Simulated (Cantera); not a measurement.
Input: 1 mol CS₂, 0.078 mol H₂, at 0.133 bar.

Method: chemical equilibrium by Gibbs-energy minimisation in Cantera with the NASA 1993 tables (ideal gas, pure condensed phases). Candidate condensed phases: C, C₆H₆, C₇H₈, C₈H₁₈, S; 95 gas species. Ions and electrons are included (thermal ionisation). Kinetics and transport are ignored.

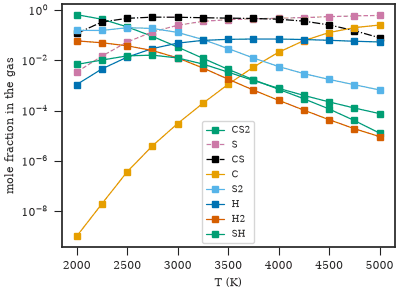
*Equilibrium gas composition (values under 1e-9 drawn at 1e-9)*

Read off the mole fractions at 3250 K.

CS about 0.49, S about 0.35, S₂ about 0.067, H about 0.062, CS₂ about 0.012, SH about 0.0071, H₂ about 0.0050, C about 0.00019.
